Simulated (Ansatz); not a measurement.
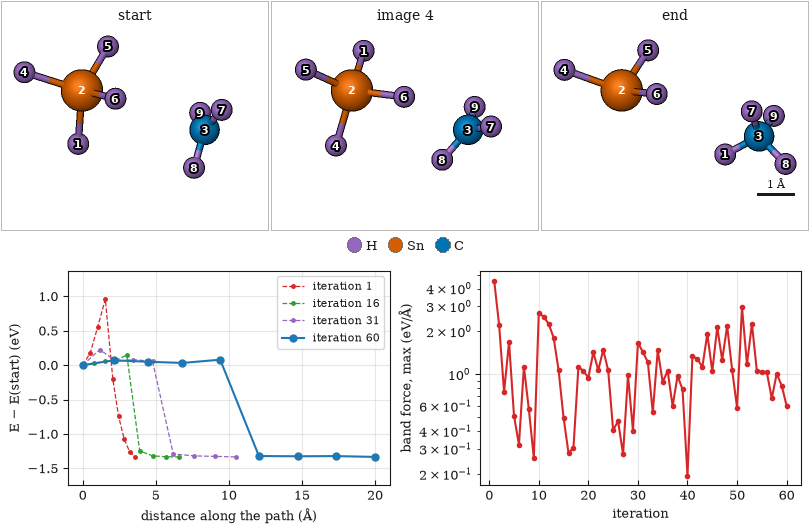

NEB run on CH7Sn (multiplicity 2), made up at the start of SnH4 and CH₃. Images are numbered from 0 (start) to 8 (end). The plot follows the band through its iterations. The picture is a ball-and-stick view, seen from a free direction.

Computed with UKS r2SCANh/def2-SVP in Ansatz 0.2.0. Settings: 7 movable images; climbing image; force threshold 0.05 eV/Å; iteration limit 60; starting path through a guess of the saddle point.

Did the band converge, and can the barrier be trusted?

The result isn't final. The band hadn't converged when the run stopped after 60 iterations. The largest component of the band force went from 4.6 to 0.6 eV/Å. The barrier read from it is provisional: over the last two iterations the highest image moved from 0.11 eV to 0.08 eV. The first iteration put the highest image at 0.96 eV. Forward barrier 0.08 eV, backward barrier 1.41 eV, with image 4 at the top; the reaction energy is −1.33 eV.

Limits of the set-up: the start holds two separate molecules, 3.2 Å apart at their closest, whose relative position is a soft coordinate and is computed without a dispersion correction.
